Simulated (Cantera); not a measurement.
Feed: 1 mol Pb, 0.99 mol O₂, 38 mol N₂, held at 1.00 bar.

Equilibrium computed with Cantera from the NASA thermochemical tables; the gas is ideal and each condensed phase is pure. Candidate condensed phases: Pb, PbO, PbO₂, Pb₃O₄; 12 gas species. Gases not in the tables: (PbO)n polymers. Rates play no part.

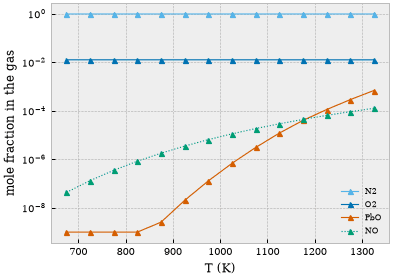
Equilibrium gas composition (values under 1e-9 drawn at 1e-9)

From 675 K to 725 K the condensed part is PbO(red). From 775 K to 1125 K the condensed part is PbO(yellow). From 1175 K to 1325 K the condensed part is PbO(l).
